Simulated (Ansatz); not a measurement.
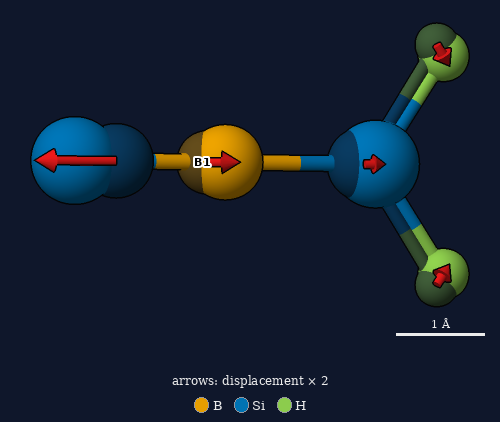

A relaxation of BSi₂H₂ (multiplicity 2). The starting structure is drawn faded, the final one solid; red arrows show the displacements, 2 times their true length. The two geometries are superimposed by the best rigid fit.

A ball-and-stick model, seen at a tilt.

It is one of the separated reactants of a reaction.

Theory: UKS PBE-D4/def2-SVP (Ansatz 0.2.0).

Input file:
```yaml
crystal:
  periodic: [false, false, false]
  atoms:
    - {symbol: B, position_ang: [-0.074858, -0.526946, 1.134296]}
    - {symbol: Si, position_ang: [0.105842, -1.108350, 2.212341]}
    - {symbol: Si, position_ang: [-0.022904, 0.290090, -0.582189]}
    - {symbol: H, position_ang: [-0.380568, -0.510565, -1.956809]}
    - {symbol: H, position_ang: [0.372489, 1.855771, -0.807639]}
basis:
  gaussian: {orbitals: def2-SVP}
magnetization: {spin_polarized: true, initial_magnetization: 1}
hamiltonian: {xc: pbe, dispersion: d4}
relax: {f_tol: 0.03, max_steps: 250}
```

Run as
```bash
ansatz run in.yaml --threads 2 --pin off --events-out ev --progress --plain --max-ram 4352MiB
```

Question: Atoms of which element are displaced furthest, and by how much?

Answer: Silicon: up to 0.49 Å, against 0.19 Å for boron.

Question: Describe the change and its energy.

Answer: After 7 geometry steps the energy has fallen by 246.9 kcal/mol. Largest force component: 44 eV/Å at the start, 0.006 eV/Å at the end. The largest move after the best rigid fit is that of Si2, 0.49 Å. Largest moves by element: Si 0.49 Å, B 0.19 Å, H 0.16 Å. Some distances before and after: B1–Si2 1.238 → 1.883 Å, Si3–H4 1.631 → 1.502 Å, B1–Si3 1.902 → 1.871 Å. Among the angles between lasting bonds that change: Si2–B1–Si3 169.6° → 179.4°, H4–Si3–H5 114.1° → 111.4°.
